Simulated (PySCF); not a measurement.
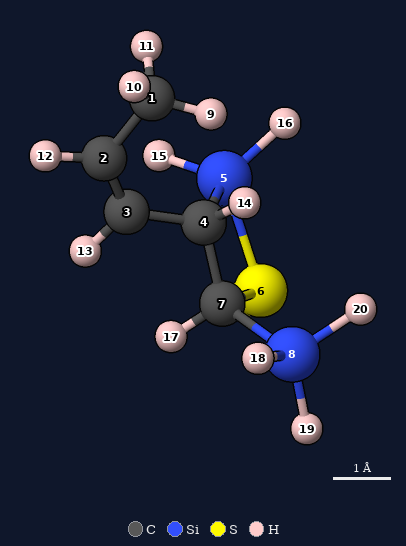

The structure (ball-and-stick view, seen at an oblique angle; atoms are numbered from 1 in the order of the input). Bond lengths as drawn: C–C 1.33 to 1.54 Å, C–H 1.08 to 1.09 Å, C–S 1.86 Å, C–Si 1.90 to 1.92 Å, H–Si 1.46 to 1.47 Å and S–Si 2.14 Å.

## NMR shielding calculation of C5H12SSi2

System: C5H12SSi2.
Method: GIAO PBE0/pcSseg-1 NMR shielding, non-relativistic, gas phase (PySCF 2.14.0).

The geometry comes from this level: GFN2-xTB. It belongs to a series of runs on one base structure; here: ring closed by a new C-C bond. Figures and captions count atoms from 1; the log counts them from 0 in places.

## Log
```
coarse grid: 17744 points
cycle   1  E = -1174.1205901038  dE =  7.727e-01  |g| = 4.025e-01  |ddm| = 4.156e+00
cycle   2  E = -1174.1163909394  dE =  4.199e-03  |g| = 4.309e-01  |ddm| = 1.008e+00
cycle   3  E = -1174.1679484218  dE = -5.156e-02  |g| = 3.916e-02  |ddm| = 5.510e-01
cycle   4  E = -1174.1682072487  dE = -2.588e-04  |g| = 2.345e-02  |ddm| = 7.833e-02
cycle   5  E = -1174.1683449336  dE = -1.377e-04  |g| = 7.544e-03  |ddm| = 3.458e-02
cycle   6  E = -1174.1683575991  dE = -1.267e-05  |g| = 2.262e-03  |ddm| = 8.741e-03
cycle   7  E = -1174.1683587789  dE = -1.180e-06  |g| = 6.816e-04  |ddm| = 2.450e-03
final grid: 156104 points
cycle   8  E = -1174.2180760326  dE = -3.147e-05  |g| = 8.834e-03  |ddm| = 3.597e-02
cycle   9  E = -1174.2180557234  dE =  2.031e-05  |g| = 1.230e-02  |ddm| = 2.256e-02
cycle  10  E = -1174.2180957194  dE = -4.000e-05  |g| = 1.616e-03  |ddm| = 1.494e-02
cycle  11  E = -1174.2180963979  dE = -6.785e-07  |g| = 3.502e-04  |ddm| = 1.986e-03
cycle  12  E = -1174.2180964266  dE = -2.877e-08  |g| = 1.185e-04  |ddm| = 4.271e-04
cycle  13  E = -1174.2180964299  dE = -3.236e-09  |g| = 3.473e-05  |ddm| = 1.225e-04
cycle  14  E = -1174.2180964302  dE = -3.015e-10  |g| = 7.781e-06  |ddm| = 4.768e-05
```

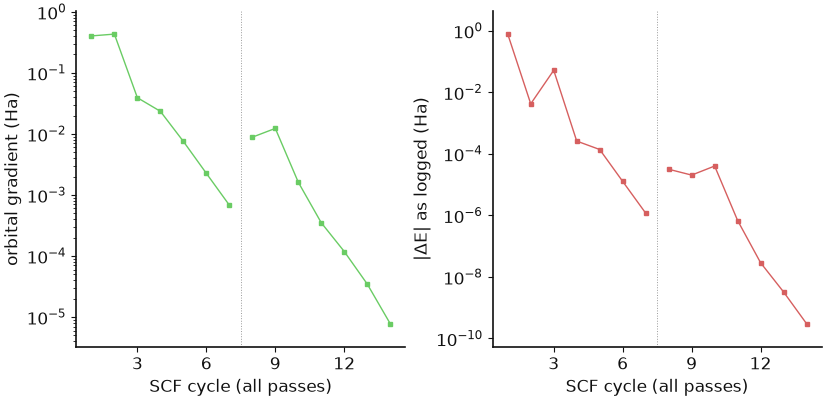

Convergence of the self-consistent field: orbital gradient and size of the energy change against the SCF cycle. The dotted line marks the change from a coarse to the final integration grid. The first 7 cycles use a coarse grid, the final grid takes over at cycle 8, and the field converges after 14 cycles in all.

```
converged SCF energy = -1174.2180964302

GIAO shielding tensors (ppm)
atom      isotropic    diamagn.    paramagn.     s11        s22        s33       span
  0 C      170.699     249.801     -79.102    154.996    172.360    184.741     29.745
  1 C       59.136     255.171    -196.035    -46.659     64.277    159.788    206.447
  2 C       45.571     255.862    -210.291    -64.602     69.458    131.856    196.459
  3 C      152.106     251.093     -98.987    123.335    156.654    176.328     52.993
  4 Si     363.565     879.892    -516.327    312.030    376.786    401.880     89.851
  5 S      653.144    1057.903    -404.759    434.541    578.242    946.649    512.107
  6 C      150.702     252.864    -102.162    124.138    146.251    181.716     57.578
  7 Si     409.830     880.071    -470.241    365.855    400.931    462.703     96.848
  8 H       30.010      32.517      -2.508     25.310     31.345     33.374      8.065
  9 H       30.059      28.249       1.810     25.917     27.512     36.748     10.832
 10 H       30.236      29.163       1.073     26.299     27.845     36.564     10.264
 11 H       26.217      31.169      -4.951     23.257     26.374     29.021      5.764
 12 H       25.652      33.490      -7.838     23.574     23.894     29.488      5.913
 13 H       28.308      34.692      -6.384     24.093     27.623     33.207      9.114
 14 H       26.286      29.332      -3.045     23.376     24.417     31.067      7.691
 15 H       26.159      29.284      -3.125     23.481     23.811     31.185      7.703
 16 H       28.166      33.321      -5.155     25.164     27.251     32.083      6.919
 17 H       27.668      29.511      -1.843     23.926     25.972     33.106      9.180
 18 H       27.766      29.142      -1.375     23.990     25.519     33.790      9.800
 19 H       27.735      29.500      -1.765     24.687     26.941     31.577      6.890
```

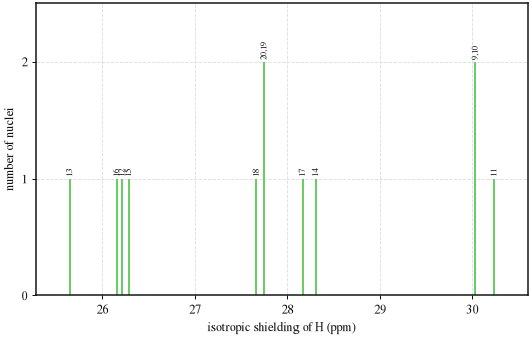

Isotropic shieldings of the hydrogen nuclei in this fixed geometry, labelled by atom number; shielding grows to the right, so chemical shift grows to the left. The least shielded is H13 (25.7 ppm), the most shielded H11 (30.2 ppm).

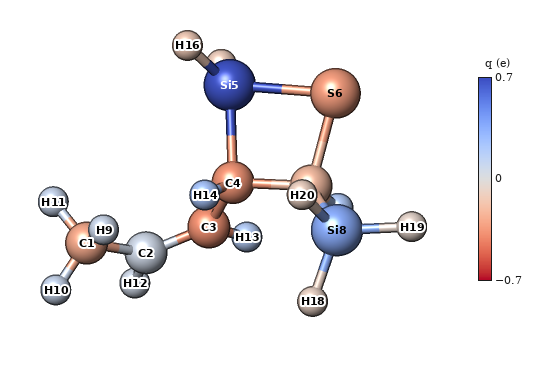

ESP-fitted charges, as the colour of each atom (ball-and-stick view, seen at a tilt; atoms are numbered from 1 in the order of the input). By element: C −0.38 to +0.07, Si +0.35 to +0.67, S −0.33 and H −0.13 to +0.23 e.

The run was set up as follows.

## Input
```
{"job": {"kind": "nmr", "xc": "PBE0", "basis": "pcSseg-1"}, "charge": 0, "multiplicity": 1}
C      2.272128     1.390358     0.913641
C      2.074788     0.752150    -0.422801
C      1.037942     0.011439    -0.793814
C     -0.131847    -0.351222     0.043224
Si    -0.035281    -2.044159     0.938928
S     -1.926827    -2.300547    -0.035382
C     -1.412136    -0.662437    -0.750237
Si    -2.803878     0.623353    -0.585650
H      1.330253     1.526207     1.439692
H      2.754047     2.360007     0.801242
H      2.918218     0.768123     1.535106
H      2.880896     0.909360    -1.127343
H      1.035553    -0.413595    -1.790021
H     -0.327813     0.442230     0.769846
H      0.991124    -2.957394     0.454495
H     -0.126955    -1.998382     2.391671
H     -1.183037    -0.858798    -1.798905
H     -2.272589     1.881242    -1.116712
H     -3.968517     0.164824    -1.334533
H     -3.111216     0.767923     0.837248
```

The first line tells a small driver script what to run in PySCF; the rest is the geometry in Å.

Launch command:
```bash
OMP_NUM_THREADS=1 python <driver script> task.json out
```

## Key numbers

| quantity | value |
| --- | --- |
| outcome | converged |
| total energy | −1174.218096 hartree |
| HOMO | −6.58 eV |
| LUMO | −0.52 eV |
| dipole moment | 2.30 D |
| isotropic shielding, C | 45.6 to 170.7 ppm |
| isotropic shielding, Si | 363.6 to 409.8 ppm |
| isotropic shielding, S | 653.1 ppm |
| isotropic shielding, H | 25.7 to 30.2 ppm |
| hardware | 1 CPU thread, shared host |
| wall time | 2 min |
| peak memory | 0.9 GiB |
